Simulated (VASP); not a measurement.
Band structure of CdO (rock salt). Method: PBE GGA with D3 dispersion (Becke-Johnson damping), VASP's PBE PAW potentials (set 64) (plane waves; VASP).

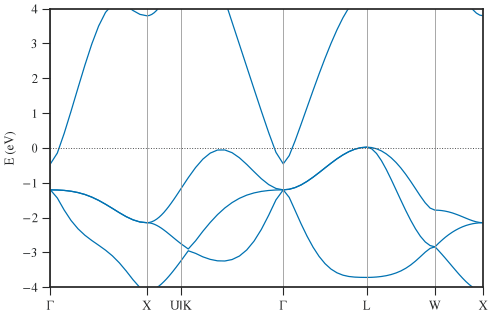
*Bands along high-symmetry lines, zero at the valence-band maximum or, without a gap, the Fermi level*

Task: Read the plot: is there a gap, and where are the band edges?

Result: It has no gap at this level: it comes out as a metal or semimetal. (Edges off the drawn lines would not show.)

The compound is CdO in the rock salt structure. It was relaxed first.
